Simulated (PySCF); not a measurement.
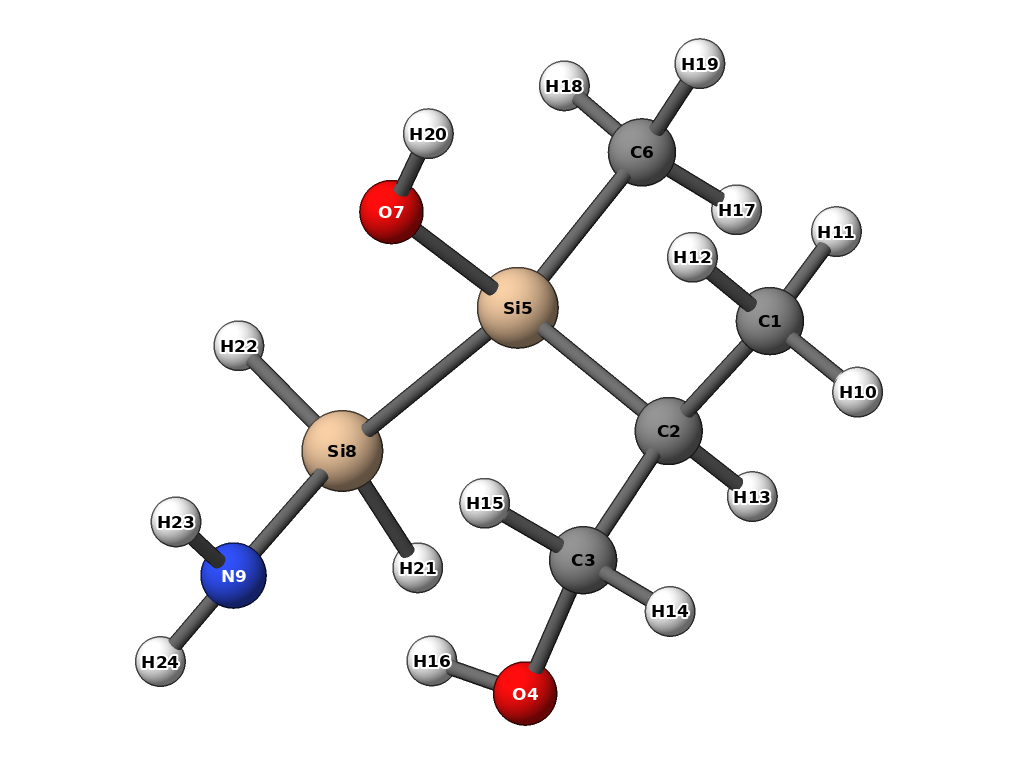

The questions are on isotropic NMR shieldings of the H atoms. The geometry was computed by an optimisation with GFN2-xTB. No frequency run is at hand to confirm it as a minimum. Level of theory: GIAO PBE0/pcSseg-1 NMR shielding, non-relativistic, gas phase (PySCF 2.14.0).

> Which H atom is the most shielded (lowest chemical shift)?

H17 (32.06 ppm).

> Which H atom is the least shielded (highest chemical shift)?

H22 (26.71 ppm).

> How wide is the range of H shifts?

5.35 ppm.

Give the isotropic NMR shieldings of the H atoms atom by atom.

| atom | σ (ppm) |
| --- | --- |
| H10 | 30.59 |
| H11 | 30.62 |
| H12 | 31.24 |
| H13 | 30.77 |
| H14 | 28.04 |
| H15 | 27.73 |
| H16 | 27.43 |
| H17 | 32.06 |
| H18 | 31.37 |
| H19 | 31.42 |
| H20 | 30.70 |
| H21 | 27.04 |
| H22 | 26.71 |
| H23 | 31.52 |
| H24 | 31.41 |

The geometry is semi-empirical. Around Si such bond lengths and angles can be off by a tenth of an ångström or more and by several degrees, and values that hang on the shape move with them.
